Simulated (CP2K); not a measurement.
Consider ketene at its PBE geometry (Å).

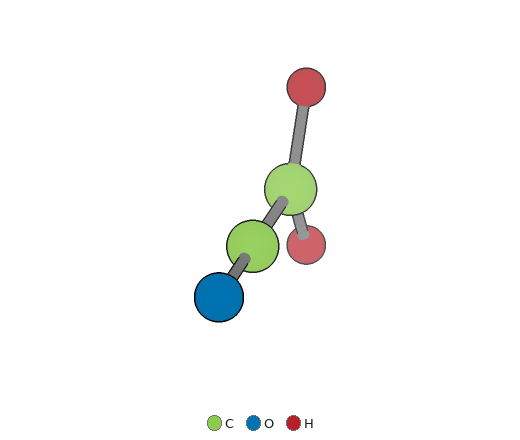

The molecule (carbon green, oxygen blue, hydrogen red).

```xyz
5

C    -0.5428    0.0176   -0.0596
C     0.7646   -0.0237    0.0857
O     1.9341   -0.0614    0.2137
H    -1.0482    0.9770   -0.1295
H    -1.1076   -0.9096   -0.1103
```

Method: CP2K XAS_TDP, all-electron GAPW, PBEh(45%), aug-cc-pVTZ, TDA, GW2X-corrected core level, no relativity.

**Question.** Predict the bright core excitations at the C K edge.

Leading lines: C1 287.43 eV and C2 287.49 eV. The leading line of an atom is its first one with 35 % of the strongest within 2.5 eV of its lowest line over the strength cut. Core ionisation energies at this level: C1 290.74 and C2 295.09 eV.

The first six lines of each atom with a strength over 0.0015:

```csv
atom,energy (eV),states,"strength, one atom",above the computed threshold
C1 (bonded to C and 2 H),287.43,1,0.0365,
,289.36,1,0.0163,
,289.68,1,0.0092,
,290.01,1,0.0092,
,290.67,1,0.0091,
,291.26,1,0.0031,yes
C2 (bonded to C and O),287.49,1,0.0762,
,290.41,1,0.0732,
,295.42,1,0.0031,yes
,295.83,1,0.0016,yes
,298.22,1,0.0039,yes
,299.21,1,0.0130,yes
```

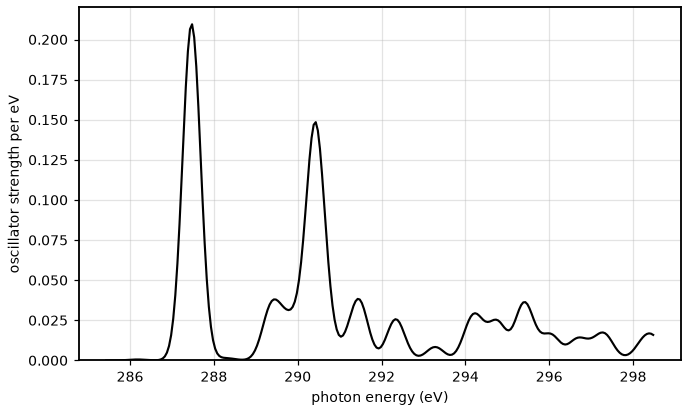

All atoms added, broadened by 0.5 eV.

Lines are vertical, at one geometry, with no vibrational structure. GW2X ionisation energies and lines can be off by 1 to 2 eV either way, and a good line position may hide errors that cancel. These values hold no scalar relativity, about 0.1 eV for C 1s. Rydberg lines, and the discretised continuum above threshold, depend on the basis and the box.

[Banner, clock and machine lines of the logs are left out without a mark of their own.]

[Logs are printed without paths, hosts, clocks, repeated set-up lines and the standing remarks that a program may print on its own settings, such as how far it seeks lower states.]

[Hosts, paths, dates, database ids (printed as entryN), source tags and the programs' standing remarks are cut or masked in the printed files.]
